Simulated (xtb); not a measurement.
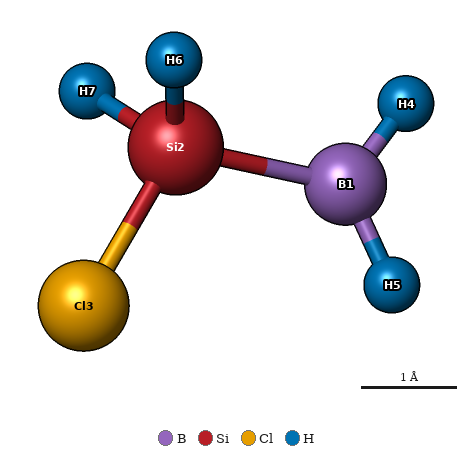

The structure as given in the input (ball-and-stick view, seen at a tilt; atoms are numbered from 1 in the order of the input).

## Run report: BSiH₄Cl, frequency calculation

The run: frequency calculation of BSiH₄Cl, SMILES B[SiH2]Cl. Method and program: GFN2-xTB (xtb 6.7.1).

The geometry was optimised with GFN2-xTB.

What the program printed
```
* xtb version 6.7.1
   ID    Z sym.   atoms
    1    5 b      1
    2   14 si     2
    3   17 cl     3
    4    1 h      4-7

           -------------------------------------------------
          |                Calculation Setup                |
           -------------------------------------------------

          program call               : xtb mol.coord --hess --input detailed.inp
          coordinate file            : mol.coord
          omp threads                :                     1

           -------------------------------------------------
          |                 G F N 2 - x T B                 |
           -------------------------------------------------

      * Hamiltonian:
        H0-scaling (s, p, d)           1.850000    2.230000    2.230000
        zeta-weighting                 0.500000
      * Dispersion:
        s8                             2.700000
        a1                             0.520000
        a2                             5.000000
        s9                             5.000000
      * Repulsion:
        kExp                           1.500000    1.000000
        rExp                           1.000000
      * Coulomb:
        alpha                          2.000000
        third order                    shell-resolved
        anisotropic                    true
        a3                             3.000000
        a5                             4.000000
        cn-shift                       1.200000
        cn-exp                         4.000000
        max-rad                        5.000000

          ...................................................
          :                      SETUP                      :
          :.................................................:
          :  # basis functions                  28          :
          :  # atomic orbitals                  26          :
          :  # shells                           12          :
          :  # electrons                        18          :
          :  max. iterations                   250          :
          :  Hamiltonian                  GFN2-xTB          :
          :  restarted?                      false          :
          :  GBSA solvation                  false          :
          :  PC potential                    false          :
          :  electronic temp.          300.0000000     K    :
          :  accuracy                    1.0000000          :
          :  -> integral cutoff          0.2500000E+02      :
          :  -> integral neglect         0.1000000E-07      :
          :  -> SCF convergence          0.1000000E-05 Eh   :
          :  -> wf. convergence          0.1000000E-03 e    :
          :  Broyden damping             0.4000000          :
          :  net charge                          0          :
          :  unpaired electrons                  0          :
          ...................................................

 iter      E             dE          RMSdq      gap      omega  full diag
   1     -9.4575576 -0.945756E+01  0.113E+01    3.37       0.0  T
   2     -9.6198041 -0.162247E+00  0.708E+00    1.72       1.0  T
   3     -9.6219192 -0.211511E-02  0.354E+00    2.30       1.0  T
   4     -9.6196589  0.226033E-02  0.157E+00    2.20       1.0  T
   5     -9.6235751 -0.391621E-02  0.101E+00    2.32       1.0  T
   6     -9.6245716 -0.996432E-03  0.304E-01    2.47       1.0  T
   7     -9.6248927 -0.321135E-03  0.230E-01    2.37       1.0  T
   8     -9.6249838 -0.911237E-04  0.693E-02    2.40       1.0  T
   9     -9.6249836  0.206958E-06  0.489E-02    2.42       1.0  T
  10     -9.6249918 -0.821894E-05  0.156E-02    2.42       2.4  T
  11     -9.6249917  0.129515E-06  0.167E-02    2.41       2.3  T
  12     -9.6249924 -0.711570E-06  0.430E-03    2.42       8.8  T
  13     -9.6249924 -0.362974E-07  0.230E-03    2.42      16.4  T
  14     -9.6249924  0.214030E-08  0.174E-03    2.42      21.8  T
  15     -9.6249925 -0.935989E-08  0.824E-04    2.42      45.9  T
  16     -9.6249925 -0.123041E-08  0.806E-05    2.42     469.0  T

   *** convergence criteria satisfied after 16 iterations ***

         #    Occupation            Energy/Eh            Energy/eV
      -------------------------------------------------------------
         1        2.0000           -1.0460885             -28.4655
       ...           ...                  ...                  ...
         3        2.0000           -0.5125183             -13.9463
         4        2.0000           -0.4611381             -12.5482
         5        2.0000           -0.4482003             -12.1962
         6        2.0000           -0.4445895             -12.0979
         7        2.0000           -0.4329559             -11.7813
         8        2.0000           -0.4166496             -11.3376
         9        2.0000           -0.3952125             -10.7543 (HOMO)
        10                         -0.3064469              -8.3388 (LUMO)
        11                         -0.1943427              -5.2883
        12                         -0.1517391              -4.1290
        13                         -0.1492540              -4.0614
        14                         -0.0606745              -1.6510
       ...                                ...                  ...
        26                          0.7458533              20.2957
      -------------------------------------------------------------
                  HL-Gap            0.0887656 Eh            2.4154 eV
             Fermi-level           -0.3508297 Eh           -9.5466 eV

 SCC (total)                   0 d,  0 h,  0 min,  0.008 sec
 SCC setup                      ...        0 min,  0.000 sec (  1.253%)
 Dispersion                     ...        0 min,  0.000 sec (  0.467%)
 classical contributions        ...        0 min,  0.000 sec (  0.193%)
 integral evaluation            ...        0 min,  0.001 sec ( 13.358%)
 iterations                     ...        0 min,  0.004 sec ( 57.040%)
 molecular gradient             ...        0 min,  0.002 sec ( 25.745%)
 printout                       ...        0 min,  0.000 sec (  1.806%)

         :::::::::::::::::::::::::::::::::::::::::::::::::::::
         ::                     SUMMARY                     ::
         :::::::::::::::::::::::::::::::::::::::::::::::::::::
         :: total energy              -9.569605301245 Eh    ::
         :: gradient norm              0.000025262794 Eh/a0 ::
         :: HOMO-LUMO gap              2.415434315902 eV    ::
         ::.................................................::
         :: SCC energy                -9.624991033379 Eh    ::
         :: -> isotropic ES            0.031556967993 Eh    ::
         :: -> anisotropic ES          0.001715518721 Eh    ::
         :: -> anisotropic XC         -0.000224060829 Eh    ::
         :: -> dispersion             -0.003612361764 Eh    ::
         :: repulsion energy           0.055385732134 Eh    ::
         :: add. restraining           0.000000000000 Eh    ::
         :: total charge              -0.000000000000 e     ::
         :::::::::::::::::::::::::::::::::::::::::::::::::::::

           -------------------------------------------------
          |                Numerical Hessian                |
           -------------------------------------------------
step length          :   0.02000
SCC accuracy         :   0.30000
Hessian scale factor :   1.00000
frozen atoms in %    :   0.00000    0
RMS gradient         :   0.00003
estimated CPU  time      0.00 min

writing file <hessian>.

 projected vibrational frequencies (cm⁻¹)
eigval :       -0.00    -0.00     0.00     0.00     0.00     0.00
eigval :       47.08   165.06   345.10   459.10   600.32   630.21
eigval :      694.32   738.24   749.93   809.11  1188.13  2168.85
eigval :     2199.99  2657.83  2692.19
           -------------------------------------------------
          |                Property Printout                |
           -------------------------------------------------

    * Orbital Energies and Occupations

         #    Occupation            Energy/Eh            Energy/eV
      -------------------------------------------------------------
         1        2.0000           -1.0460883             -28.4655
         2        2.0000           -0.7064600             -19.2238
         3        2.0000           -0.5125193             -13.9464
         4        2.0000           -0.4611389             -12.5482
         5        2.0000           -0.4482003             -12.1962
         6        2.0000           -0.4445897             -12.0979
         7        2.0000           -0.4329559             -11.7813
         8        2.0000           -0.4166495             -11.3376
         9        2.0000           -0.3952131             -10.7543 (HOMO)
        10                         -0.3064483              -8.3389 (LUMO)
        11                         -0.1943430              -5.2883
        12                         -0.1517395              -4.1290
        13                         -0.1492544              -4.0614
        14                         -0.0606746              -1.6510
        15                         -0.0426014              -1.1592
        16                          0.0090969               0.2475
        17                          0.0359736               0.9789
        18                          0.0360042               0.9797
        19                          0.0466085               1.2683
        20                          0.0473196               1.2876
       ...                                ...                  ...
        26                          0.7458531              20.2957
      -------------------------------------------------------------
                  HL-Gap            0.0887648 Eh            2.4154 eV
             Fermi-level           -0.3508307 Eh           -9.5466 eV

     #   Z          covCN         q      C6AA      α(0)
     1   5 b        2.818     0.181    18.533     7.192
     2  14 si       3.574     0.441   100.000    19.232
     3  17 cl       0.803    -0.293   108.394    15.927
     4   1 h        0.939    -0.086     5.078     3.523
     5   1 h        0.939    -0.073     4.710     3.393
     6   1 h        0.916    -0.085     5.079     3.525
     7   1 h        0.916    -0.085     5.075     3.523

 Mol. C6AA /au·bohr⁶  :       1121.090330
 Mol. C8AA /au·bohr⁸  :      43627.755180
 Mol. α(0) /au        :         56.314688

Wiberg/Mayer (AO) data.
largest (>0.10) Wiberg bond orders for each atom

 ---------------------------------------------------------------------------
     #   Z sym  total        # sym  WBO       # sym  WBO       # sym  WBO
 ---------------------------------------------------------------------------
     1   5 b    3.033 --     4 h    0.998     5 h    0.993     2 si   0.907
     2  14 si   3.737 --     3 cl   1.059     1 b    0.907     7 h    0.890
                             6 h    0.888
     3  17 cl   1.151 --     2 si   1.059
     4   1 h    0.993 --     1 b    0.998
     5   1 h    0.995 --     1 b    0.993
     6   1 h    0.993 --     2 si   0.888
     7   1 h    0.993 --     2 si   0.890
 ---------------------------------------------------------------------------

Topologies differ in total number of bonds
Writing topology from bond orders to xtbtopo.mol

molecular dipole:
                 x           y           z       tot (Debye)
 q only:       -0.659      -0.702      -0.074
   full:       -0.773      -0.613      -0.196       2.557
molecular quadrupole (traceless):
                xx          xy          yy          xz          yz          zz
 q only:       -1.702      -3.750      -0.864      -1.265      -0.505       2.566
  q+dip:       -1.682      -4.142      -1.038      -1.077      -0.476       2.720
   full:       -1.595      -3.991      -1.592      -2.072       0.309       3.187

           -------------------------------------------------
          |               Frequency Printout                |
           -------------------------------------------------
 projected vibrational frequencies (cm⁻¹)
Molecule has no symmetry elements
It seems to be the C1 point group
eigval :       -0.00    -0.00     0.00     0.00     0.00     0.00
eigval :       47.08   165.06   345.10   459.10   600.32   630.21
eigval :      694.32   738.24   749.93   809.11  1188.13  2168.85
eigval :     2199.99  2657.83  2692.19
 reduced masses (amu)
   1: 26.32   2: 22.66   3: 25.92   4: 30.10   5: 20.44   6: 14.83   7:  1.78   8: 18.20
   9:  5.53  10: 29.40  11:  2.06  12:  3.33  13: 12.54  14:  5.95  15:  4.24  16:  2.10
  17:  2.48  18:  2.07  19:  1.61  20:  1.46  21:  2.12
 IR intensities (km·mol⁻¹)
   1:  0.64   2:  0.10   3:  1.97   4:  0.10   5:  1.08   6:  0.02   7:  0.00   8:  2.38
   9: 25.43  10: 51.99  11:  6.21  12: 54.51  13:  2.59  14:445.80  15: 53.85  16:188.78
  17: 21.34  18:324.52  19:135.58  20: 36.92  21: 98.00
 Raman intensities (Ä⁴*amu⁻¹)
   1:  0.00   2:  0.00   3:  0.00   4:  0.00   5:  0.00   6:  0.00   7:  0.00   8:  0.00
   9:  0.00  10:  0.00  11:  0.00  12:  0.00  13:  0.00  14:  0.00  15:  0.00  16:  0.00
  17:  0.00  18:  0.00  19:  0.00  20:  0.00  21:  0.00
 output can be read by thermo (or use thermo option).
 writing <g98.out> molden fake output.
 recommended (thermochemical) frequency scaling factor: 1.0
           -------------------------------------------------
          |             Thermodynamic Functions             |
           -------------------------------------------------

c1  symmetry found (for desy threshold:  0.10E+00) used in thermo

          ...................................................
          :                      SETUP                      :
          :.................................................:
          :  # frequencies                          15      :
          :  # imaginary freq.                       0      :
          :  linear?                             false      :
          :  only rotor calc.                    false      :
          :  symmetry                               c1      :
          :  rotational number                       1      :
          :  scaling factor                  1.0000000      :
          :  rotor cutoff                   50.0000000 cm⁻¹ :
          :  imag. cutoff                  -20.0000000 cm⁻¹ :
          :.................................................:

    mode    ω/cm⁻¹     T·S(HO)/kcal·mol⁻¹    T·S(FR)/kcal·mol⁻¹   T·S(vib)
   ------------------------------------------------------------------------
       1     47.08    -1.47179 ( 44.01%)    -1.07335 ( 55.99%)    -1.24871
       2    165.06    -0.74269 ( 99.17%)    -0.70246 (  0.83%)    -0.74235
   ------------------------------------------------------------------------

   temp. (K)  partition function   enthalpy   heat capacity  entropy
                                   cal/mol     cal/K/mol   cal/K/mol   J/K/mol
 298.15  VIB   15.5                 1748.648     11.427     10.559
         ROT  0.571E+05              888.752      2.981     24.747
         INT  0.884E+06             2637.400     14.408     35.306
         TR   0.671E+27             1481.254      4.968     38.974
         TOT                        4118.6538    19.3764    74.2804   310.7893

       T/K    H(0)-H(T)+PV         H(T)/Eh          T*S/Eh         G(T)/Eh
   ------------------------------------------------------------------------
    298.15    0.656349E-02    0.433456E-01    0.352930E-01    0.805256E-02
   ------------------------------------------------------------------------

         :::::::::::::::::::::::::::::::::::::::::::::::::::::
         ::                  THERMODYNAMIC                  ::
         :::::::::::::::::::::::::::::::::::::::::::::::::::::
         :: total free energy          -9.561552738295 Eh   ::
         ::.................................................::
         :: total energy               -9.569605301278 Eh   ::
         :: zero point energy           0.036782098371 Eh   ::
         :: G(RRHO) w/o ZPVE           -0.028729535387 Eh   ::
         :: G(RRHO) contrib.            0.008052562984 Eh   ::
         :::::::::::::::::::::::::::::::::::::::::::::::::::::

           -------------------------------------------------
          | TOTAL ENERGY               -9.569605301278 Eh   |
          | TOTAL ENTHALPY             -9.526259710284 Eh   |
          | TOTAL FREE ENERGY          -9.561552738295 Eh   |
          | GRADIENT NORM               0.000025169458 Eh/α |
          | HOMO-LUMO GAP               2.415412935857 eV   |
           -------------------------------------------------

------------------------------------------------------------------------
------------------------------------------------------------------------
 total:
 *  cpu-time:     0 d,  0 h,  0 min,  0.230 sec
 * ratio c/w:     0.998 speedup
 SCF:
 *  cpu-time:     0 d,  0 h,  0 min,  0.007 sec
 * ratio c/w:     0.984 speedup
 analytical hessian:
 *  cpu-time:     0 d,  0 h,  0 min,  0.207 sec
 * ratio c/w:     0.998 speedup
```

File vibspectrum
```
$vibrational spectrum
#  mode     symmetry     wave number   IR intensity    selection rules
#                         cm**(-1)      (km*mol⁻¹)        IR
     1                      -0.00         0.00000          -
     2                      -0.00         0.00000          -
     3                       0.00         0.00000          -
     4                       0.00         0.00000          -
     5                       0.00         0.00000          -
     6                       0.00         0.00000          -
     7        a             47.08         0.00480         NO
     8        a            165.06         2.37638         YES
     9        a            345.10        25.42926         YES
    10        a            459.10        51.99115         YES
    11        a            600.32         6.21466         YES
    12        a            630.21        54.50768         YES
    13        a            694.32         2.58533         YES
    14        a            738.24       445.79853         YES
    15        a            749.93        53.85082         YES
    16        a            809.11       188.78441         YES
    17        a           1188.13        21.34443         YES
    18        a           2168.85       324.51742         YES
    19        a           2199.99       135.58124         YES
    20        a           2657.83        36.92065         YES
    21        a           2692.19        97.99905         YES
$end
```

Standard error
```
normal termination of xtb
```

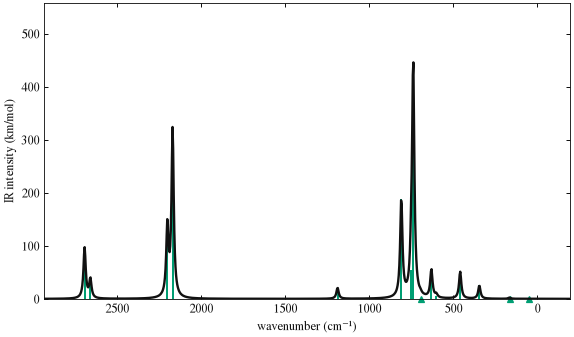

Harmonic infrared spectrum, unscaled: sticks (degenerate modes added up, dark ones marked on the axis) with a Lorentzian envelope of 16 cm⁻¹ full width, scaled to the tallest stick. 15 modes from 47 to 2692 cm⁻¹, none imaginary. The strongest line is at 738 cm⁻¹ (446 km/mol). All modes, in cm⁻¹ (km/mol): 47 (0.0), 165 (2.4), 345 (25), 459 (52), 600 (6.2), 630 (55), 694 (2.6), 738 (446), 750 (54), 809 (189), 1188 (21), 2169 (325), 2200 (136), 2658 (37), 2692 (98).

The run was set up as follows.

Input (mol.coord)
```
$coord
     -1.945397456257      0.014475302115     -1.288471963554  b
      1.080904446025     -0.225916758199      0.819800987385  si
      3.280640141395      2.937031240155      0.645171396208  cl
     -3.293849327006     -1.722882205083     -1.494603289228  h
     -2.507326416676      1.852555211754     -2.376859725032  h
      0.566842248343     -0.559850261682      3.533523291393  h
      2.818148569654     -2.295412529060      0.161439302827  h
$end
```

File detailed.inp
```
$hess
   step=0.02
$end
```

Launched with:
```bash
xtb mol.coord --hess --input detailed.inp | tee mol.out
```

Key numbers

| quantity | value |
| --- | --- |
| outcome | converged |
| electrons treated | 18 |
| total energy | −9.569605 hartree |
| dispersion energy | −0.003612 hartree |
| basis functions | 28 |
| HOMO | −10.75 eV |
| LUMO | −8.34 eV |
| zero-point energy | 0.036782 hartree |
| dipole moment | 2.56 D |
| wavenumbers, lowest and highest | 47 and 2692 cm⁻¹ |
| hardware | 1 thread of Intel Xeon @ 2.70GHz, 189 GiB of memory available, shared host |
| peak memory | 0.071 GiB |

Notes

Settings chosen away from the usual ones: method = gfn2-xtb; task = frequencies; x = {"hess_step": 0.02}; geo = {"prev": "A"}. These settings are looser than, or depart from, a standard set-up, so the numbers are not reference values for this system.
